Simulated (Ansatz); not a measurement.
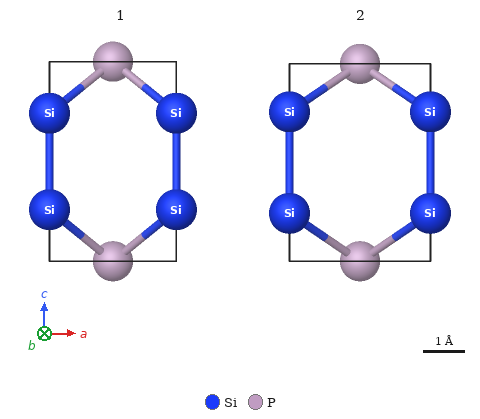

Two geometries of crystalline Si2P (a generated structure, set up in P4/mmm) (coarse preliminary run), drawn at one scale. One is the start of a relaxation, the other its converged end. The picture is a ball-and-stick view of the cell of the calculation, seen along the b axis.

All numbers below come from DFT PBE, scalar-relativistic, plane waves, PAW in Ansatz. Set-up: plane-wave cutoff 420 eV; k-point mesh 6 × 6 × 4; occupations gaussian; smearing width 0.1 eV; no spin polarisation; cell and atoms relaxed; force threshold 0.04 eV/Å; at most 70 steps.

Q: Which geometry has the lower energy?

A: Structure 1 is the relaxed one. Over 8 accepted moves (11 points after the start) the energy falls by 96.4 meV per atom. The largest force component goes from 0.14 to 0.0019 eV/Å. The pressure goes from −6.82 to −0.08 GPa. The line search rejected the trial steps at points 3, 6 of the run. The SCF was repeated once at an unchanged geometry on a basis and grid sized afresh for the cell, which shifted the energy by 0.2 meV per atom at most. The largest moves relative to the cell, 0.077 Å, are those of Si atoms. P stays in place. The volume changes by −18.0 %, with a = b 3.498 → 3.150 Å (−10.0 %), c 4.897 → 4.954 Å (+1.2 %). Some distances before and after: Si–Si 2.379 → 2.561 Å, P–Si 2.745 → 2.569 Å, Si–Si 2.517 → 2.393 Å. The space group stays P4/mmm (No. 123). The run took 28 s on 1 thread of AMD EPYC 7R43 64-Core Processor (Zen 3), with other jobs on the host, peak memory 0.37 GiB.
